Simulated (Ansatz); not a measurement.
C$_{2}$H$_{7}$NO$_{2}$ (SMILES NC(O)CO)

The calculation's input:

```
crystal:
  periodic: [false, false, false]
  atoms:
    - {symbol: N, position_ang: [-1.141238, 0.912940, 0.002208]}
    - {symbol: C, position_ang: [-0.436680, -0.225068, 0.533541]}
    - {symbol: O, position_ang: [0.377785, 0.061460, 1.655563]}
    - {symbol: C, position_ang: [0.395119, -0.873919, -0.558671]}
    - {symbol: O, position_ang: [1.401600, 0.013920, -1.019218]}
    - {symbol: H, position_ang: [-1.742448, 1.307354, 0.714758]}
    - {symbol: H, position_ang: [-0.478025, 1.638221, -0.247843]}
    - {symbol: H, position_ang: [-1.179560, -0.946174, 0.886356]}
    - {symbol: H, position_ang: [1.188946, 0.457690, 1.316179]}
    - {symbol: H, position_ang: [0.909779, -1.742633, -0.143616]}
    - {symbol: H, position_ang: [-0.252794, -1.204057, -1.376083]}
    - {symbol: H, position_ang: [1.034415, 0.545066, -1.729173]}
basis:
  gaussian: {orbitals: def2-TZVPP}
hamiltonian: {xc: pbe0, dispersion: d4}
output: {orbitals: {seedname: orbitals}}
```

Command:

```sh
ansatz run in.yaml --threads 4 --pin off --events-out ev --progress --plain --max-ram 10444MiB
```

Geometry: PBE0-D4/def2-TZVP.

Theory: Ansatz, RKS PBE0-D4/def2-TZVPP.

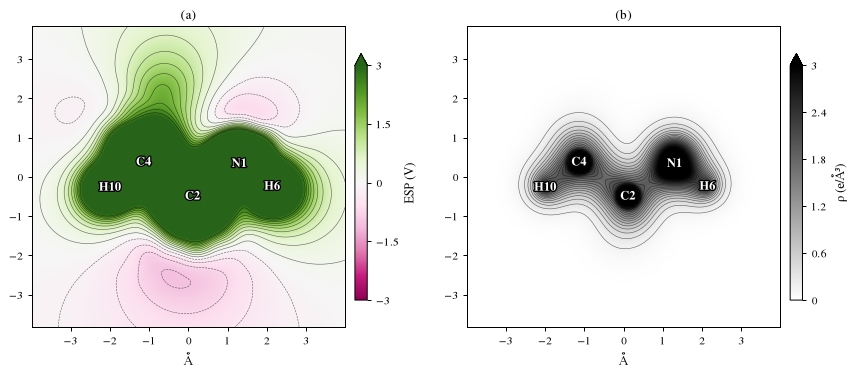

Figure 1. (a) molecular electrostatic potential; (b) total electron density on the plane of atoms N1, C2 and C4.

Question: Describe what can be read from this map.

Answer: Atoms in the plane: N, C and H. C–N (1.44 Å): ρ is about 2 e/Å³ halfway. C–C (1.52 Å): the density is about 1.8 e/Å³ at the midpoint. N–H (1.01 Å): the density is about 2.9 e/Å³ at the midpoint. C–H (1.09 Å): ρ is about 2.1 e/Å³ halfway. Outside the dense part of the molecule the potential is most negative (−1.0 V) near O3, which lies off the plane.

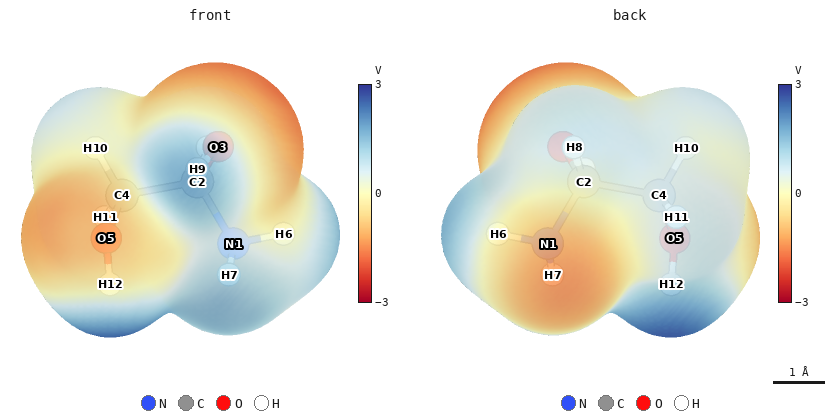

Figure 2. The molecular electrostatic potential painted on the density surface at 0.002 e/bohr³, seen from the front and from behind; red is negative and blue positive.

Question: Which sites attract a positive test charge, and which a negative one?

Answer: A positive charge is drawn to the negative regions and a negative charge to the positive ones. The most negative region (about −1.6 V) lies over O3, the most positive (about +2.5 V) over H12. O3 is the likeliest acceptor of a hydrogen bond.

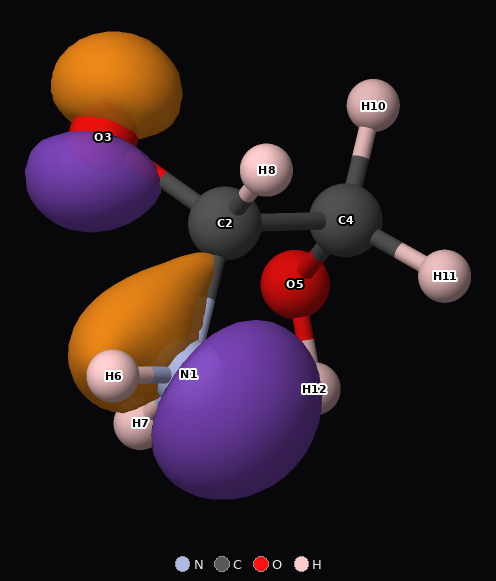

Figure 3. The HOMO at ±0.2 Å⁻³ᐟ² (orange and purple are the two phases), seen at an oblique angle.

Question: What is the character of this orbital?

Answer: It lies mainly on N1 (about 55 %) and O3 (about 25 %). Its energy is −7.32 eV.
